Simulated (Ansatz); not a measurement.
## YN, response to strain

The parent structure is YN in the rock salt structure (space group Fm-3m, No. 225; a = 4.8562 Å). Axes: x, y, z lie along the cube axes.

Strains are applied to the cell and any free atomic positions relax; under biaxial strain the out-of-plane vector relaxes too.

The values are results of PBEsol/PAW in Ansatz (a quantum-chemistry and plane-wave program), no spin-orbit coupling, not measurements.

Notes on the quantities. energy relative to the base: free energy F.

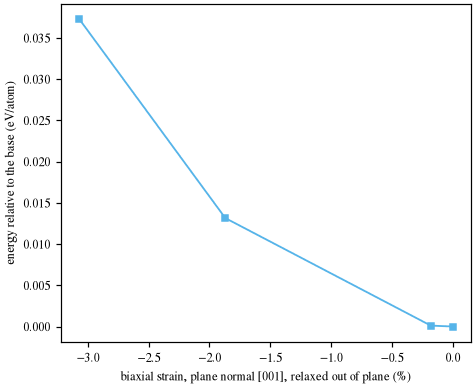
*Energy relative to the base against biaxial strain, plane normal [001], relaxed out of plane*

Problem. From the plot, what is the energy relative to the base for biaxial strain −1.87 %, plane normal [001], relaxed out of plane?

Solution. About 0.013 eV/atom.

Problem. Is the trend monotonic over the range shown?

Solution. Yes, it falls throughout, spanning 0 meV/atom to +37 meV/atom.

The mesh was chosen for an insulator and is coarse for the gapless case. No phonon test of stability was made. All final runs are without spin polarisation.
